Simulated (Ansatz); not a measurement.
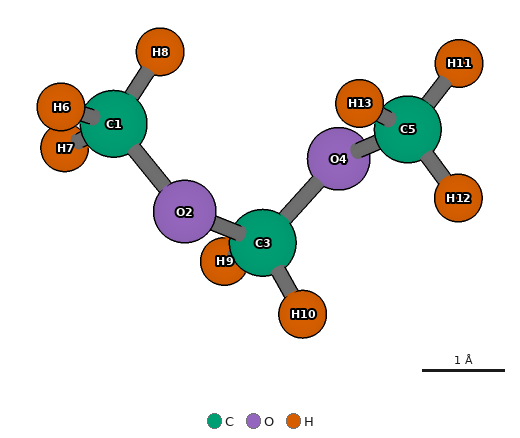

Figure 1. The structure as given in the input (ball-and-stick view, seen at a tilt; atoms are numbered from 1 in the order of the input).

## Run report: C$_{3}$H$_{8}$O$_{2}$, frequency calculation

System: C$_{3}$H$_{8}$O$_{2}$, SMILES COCOC.
Method: HF/3-21G, RHF (Ansatz 0.2.0).

The geometry was optimised with HF/3-21G. Figures and captions count atoms from 1; the log counts them from 0 in places.

### The program's output
```
Functional definition: HF
  name "HF"
  exchange = exact_x
  correlation = 0
768 factors; integrals over basis functions are off by at most 5.2e-4 eV
mean field evaluation 1: about -7248.9810 eV, gradient 2.8e1 eV
mean field evaluation 2: about -7249.3304 eV, gradient 2.9e1 eV
mean field evaluation 4: about -7251.1277 eV, gradient 3.0e0 eV
mean field evaluation 8: about -7251.1517 eV, gradient 1.3e-1 eV
mean field -7251.15176977 eV, -266.4749125317 hartree, gradient 1.7e-5 eV, S^2 0.000000; 0 other end points of the search recorded, 0 dependent functions left out
the calculation of the forces begins
reference -7251.15176977 eV, -266.4749125317 hartree; 21, 21 occupied and 40, 40 virtual orbitals, 768 factors
these checks for a lower state are left out or cut short: stability, starts, cluster_reference, orbital_swaps, neighbouring_geometries, increment
768 factors; integrals over basis functions are off by at most 5.2e-4 eV
mean field evaluation 16: about -7251.1516 eV, gradient 1.3e-3 eV
mean field -7251.15160548 eV, -266.4749064944 hartree, gradient 2.9e-6 eV, S^2 0.000000; 0 other end points of the search recorded, 0 dependent functions left out
[... from here on the field's lines of each further geometry are left out, up to the last ...]
the calculation of the forces begins
reference -7251.15168403 eV, -266.4749093810 hartree; 21, 21 occupied and 40, 40 virtual orbitals, 768 factors
these checks for a lower state are left out or cut short: stability, starts, cluster_reference, orbital_swaps, neighbouring_geometries, increment
768 factors; integrals over basis functions are off by at most 5.2e-4 eV
mean field -7251.15168423 eV, -266.4749093883 hartree, gradient 2.9e-6 eV, S^2 0.000000; 0 other end points of the search recorded, 0 dependent functions left out
the calculation of the forces begins
reference -7251.15168423 eV, -266.4749093883 hartree; 21, 21 occupied and 40, 40 virtual orbitals, 768 factors
Total energy: -7251.15176977 eV, -266.4749125317 hartree
Atom 0 at    -1.053051    -0.774870     1.341559 Å, force    -0.000238    -0.000034     0.000233 eV/Å
Atom 1 at     0.292695    -0.296059     1.144931 Å, force     0.000625     0.000086    -0.000067 eV/Å
Atom 2 at     0.872010    -0.660612    -0.094030 Å, force     0.000073    -0.000045    -0.000043 eV/Å
Atom 3 at     0.200373    -0.079585    -1.196230 Å, force     0.000090    -0.000636     0.000008 eV/Å
Atom 4 at     0.276228     1.359117    -1.254023 Å, force    -0.000031     0.000241    -0.000184 eV/Å
Atom 5 at    -1.376237    -0.399908     2.299817 Å, force    -0.000136    -0.000199    -0.000219 eV/Å
Atom 6 at    -1.077699    -1.859936     1.349857 Å, force    -0.000234     0.000158     0.000037 eV/Å
Atom 7 at    -1.708518    -0.416074     0.560764 Å, force    -0.000054    -0.000119     0.000145 eV/Å
Atom 8 at     0.820639    -1.727978    -0.254143 Å, force     0.000019     0.000183     0.000077 eV/Å
Atom 9 at     1.899737    -0.331261    -0.040659 Å, force    -0.000144    -0.000058    -0.000065 eV/Å
Atom 10 at    -0.299175     1.663389    -2.114043 Å, force     0.000188     0.000149     0.000216 eV/Å
Atom 11 at     1.304632     1.685461    -1.372053 Å, force    -0.000246     0.000180     0.000017 eV/Å
Atom 12 at    -0.131035     1.803617    -0.357045 Å, force     0.000088     0.000094    -0.000154 eV/Å
Dipole moment:    -0.064895     0.049052     0.007096 e Å
Vibrations: 122.13 148.95 159.05 217.98 317.02 451.94 636.12 968.51 987.77 1159.73 1210.76 1258.75 1270.24 1270.60 1298.95 1344.25 1451.02 1554.93 1614.18 1634.30 1668.43 1670.00 1688.68 1694.82 1700.96 3189.79 3189.90 3223.41 3260.81 3262.26 3274.53 3305.98 3306.33 cm⁻¹, zero-point energy 3.317389 eV
```

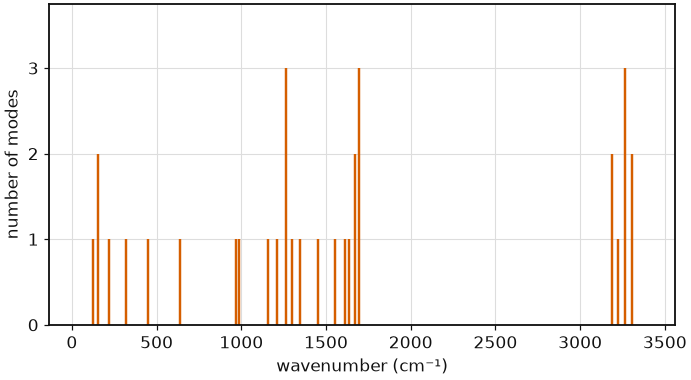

Figure 2. Harmonic vibrational wavenumbers from the force constants; neighbouring modes closer than 14 cm⁻¹ are counted in one stick. 33 modes from 122 to 3306 cm⁻¹, none imaginary.

This output came from the following input.

### Input file
```yaml
crystal:
  periodic: [false, false, false]
  atoms:
    - symbol: C
      position_ang: [-1.053051, -0.774870, 1.341559]
    - symbol: O
      position_ang: [0.292695, -0.296059, 1.144931]
    - symbol: C
      position_ang: [0.872010, -0.660612, -0.094030]
    - symbol: O
      position_ang: [0.200373, -0.079585, -1.196230]
    - symbol: C
      position_ang: [0.276228, 1.359117, -1.254023]
    - symbol: H
      position_ang: [-1.376237, -0.399908, 2.299817]
    - symbol: H
      position_ang: [-1.077699, -1.859936, 1.349857]
    - symbol: H
      position_ang: [-1.708518, -0.416074, 0.560764]
    - symbol: H
      position_ang: [0.820639, -1.727978, -0.254143]
    - symbol: H
      position_ang: [1.899737, -0.331261, -0.040659]
    - symbol: H
      position_ang: [-0.299175, 1.663389, -2.114043]
    - symbol: H
      position_ang: [1.304632, 1.685461, -1.372053]
    - symbol: H
      position_ang: [-0.131035, 1.803617, -0.357045]
basis:
  gaussian:
    orbitals: 3-21G.json
hamiltonian:
  xc: hf
phonons:
  temperatures: {t_min: 298.15, t_max: 298.15, t_step: 1}
```

Launch command:
```bash
ansatz run job.yaml --threads 1 --pin off --max-ram 3480MiB --events-out events.jsonl --progress --plain --runs-dir runs
```

### Results in brief

```tsv
quantity	value
outcome	converged
total energy	−266.474913 hartree
basis functions	61
largest force	0.001 eV/Å
zero-point energy	0.121912 hartree
dipole moment	0.39 D
wavenumbers, lowest and highest	122 and 3306 cm⁻¹
hardware	1 thread of Arm Neoverse V2, 24 GiB of memory available, shared host
wall time	42 s
peak memory	0.1 GiB
```
